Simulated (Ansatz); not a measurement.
All values below come from PBE (plane waves to 420 eV, PAW; Ansatz, a first-principles code).

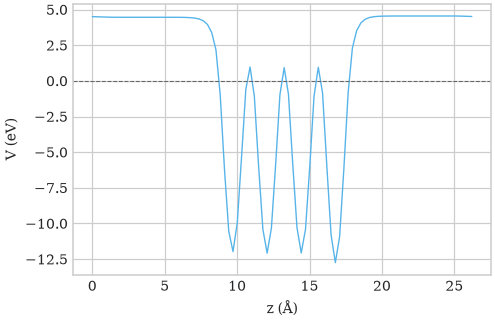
*Plane-averaged electrostatic potential energy along the normal, in eV from the Fermi level, for Pt on a Ag site (surface) in a 3x3 cell of the 1x1 (111) surface of fcc Ag*

Slab: 36 atoms, 7.1 Å thick at the start (thin: gaps and levels are the slab's own); k 4x4x1, smearing 0.1 eV, dipole-corrected; 9 atoms held, the rest relaxed; symmetry of the start imposed; no spin, no spin-orbit, no U.

The vacuum level lies 4.55 eV above the Fermi level over the top face and 4.46 eV above it under the bottom face.
